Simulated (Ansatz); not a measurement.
# [NH2]− (SMILES [NH2-]) at PBE/3-21G

What is the vertical singlet–triplet gap of [NH2]− at PBE/3-21G? 

Program for the calculation: Ansatz 0.2.0.

2 further runs of the same task are left out: 2 that didn't finish.

### 1 Starting point

[NH2]− has 3 atoms, charge -1, and is taken as a singlet. SMILES: `[NH2-]`. The coordinates come from a PBE0-D4/def2-TZVPD relaxation.

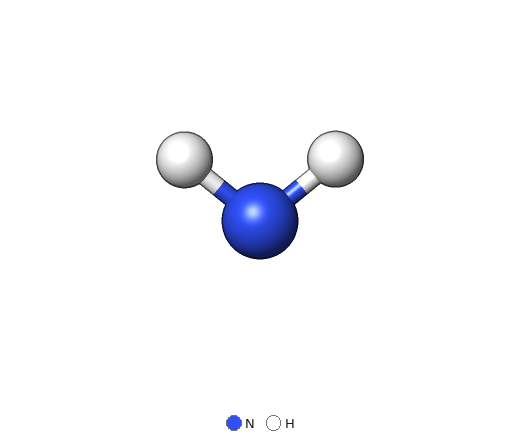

Viewed from a chosen angle; nitrogen blue, hydrogen white.

### 2 A single-point energy at PBE/3-21G

molecule.yaml reads:

```yaml
crystal:
  periodic: [false, false, false]
  atoms:
    - {symbol: "N", position_ang: [0.342200, -0.203000, 0.168700]}
    - {symbol: H, position_ang: [0.125500, 0.801200, 0.156000]}
    - {symbol: H, position_ang: [-0.467700, -0.598200, -0.324700]}
basis:
  gaussian: {orbitals: 3-21G.json}
total_charge: -1
hamiltonian: {xc: pbe}
accuracy: high
```

The basis set 3-21G is read from a file made from the Basis Set Exchange's data (not shown).

Run with:

```bash
$ ansatz run molecule.yaml --threads 1 --pin off --max-ram 2610MiB --events-out events.jsonl --progress --plain --runs-dir runs
```

The log of the run:

```text
Warning: RAYON_NUM_THREADS=1 ignored (pool sized by the plan → 1); use --threads N
Functional definition: PBE
  name "PBE"
  parameter kappa = 0.804
  parameter beta = 0.06672455060314922
  exchange = pbe_x(kappa = kappa, mu = beta*pi^2/3)
  correlation = pbe_c(beta = beta)
250 factors; integrals over basis functions are off by at most 3.4e-9 eV
mean field evaluation 1: about -1507.6526 eV, gradient 5.3e0 eV
mean field evaluation 2: about -1507.6619 eV, gradient 6.1e0 eV
mean field evaluation 4: about -1507.7516 eV, gradient 6.6e-2 eV
mean field evaluation 8: about -1507.7466 eV, gradient 1.5e-3 eV
mean field evaluation 16: about -1507.7466 eV, gradient 1.2e-8 eV
mean field -1507.74658374 eV, -55.4086649652 hartree, gradient 1.2e-8 eV, S^2 0.000000; 0 other end points of the search recorded, 0 dependent functions left out
reference -1507.74658482 eV, -55.4086650046 hartree; 5, 5 occupied and 8, 8 virtual orbitals, 250 factors
Total energy: -1507.74658482 eV, -55.4086650046 hartree
```

Wall time 0.52 s (1 thread of Arm Neoverse N1, shared host).

### 3 The triplet

run.yaml reads:

```yaml
crystal:
  periodic: [false, false, false]
  atoms:
    - {symbol: "N", position_ang: [0.342200, -0.203000, 0.168700]}
    - {symbol: H, position_ang: [0.125500, 0.801200, 0.156000]}
    - {symbol: H, position_ang: [-0.467700, -0.598200, -0.324700]}
basis:
  gaussian: {orbitals: 3-21G.json}
hamiltonian: {xc: {name: PBE}}
total_charge: -1
magnetization: {spin_polarized: true, initial_magnetization: 2}
accuracy: high
```

The basis set 3-21G is read from a file made from the Basis Set Exchange's data (not shown).

Run with:

```bash
$ ansatz run run.yaml --threads 1 --pin off --max-ram 2610MiB --events-out events.jsonl --progress --plain --runs-dir runs
```

The log of the run, cut to the lines that bear on the results:

```text
Warning: RAYON_NUM_THREADS=1 ignored (pool sized by the plan → 1); use --threads N
[... 6 set-up lines as earlier in the session ...]
250 factors; integrals over basis functions are off by at most 3.4e-9 eV
mean field evaluation 1: about -1503.1601 eV, gradient 1.1e1 eV
mean field evaluation 2: about -1502.8577 eV, gradient 1.5e1 eV
mean field evaluation 4: about -1503.7409 eV, gradient 3.2e-1 eV
mean field evaluation 8: about -1503.7365 eV, gradient 4.5e-3 eV
mean field evaluation 16: about -1503.7365 eV, gradient 2.2e-8 eV
mean field -1503.73646378 eV, -55.2612957746 hartree, gradient 2.2e-8 eV, S^2 2.000969; 0 other end points of the search recorded, 0 dependent functions left out
reference -1503.73646551 eV, -55.2612958383 hartree; 6, 4 occupied and 7, 9 virtual orbitals, 250 factors
Total energy: -1503.73646551 eV, -55.2612958383 hartree
```

Wall time 0.87 s (1 thread of Arm Neoverse N1, shared host).

### 4 Results

At PBE/3-21G:

| quantity | value |
| --- | --- |
| singlet: total energy | -55.40867 Eh |
| triplet: total energy | -55.26130 Eh |
| triplet: ⟨S²⟩ | 2.001 |
| vertical energy of the triplet above the singlet | 4.010 eV |

**Reading.** At this shape the triplet lies 4.01 eV (92 kcal/mol) above the singlet. For an anion a state so high probably lies above electron detachment.
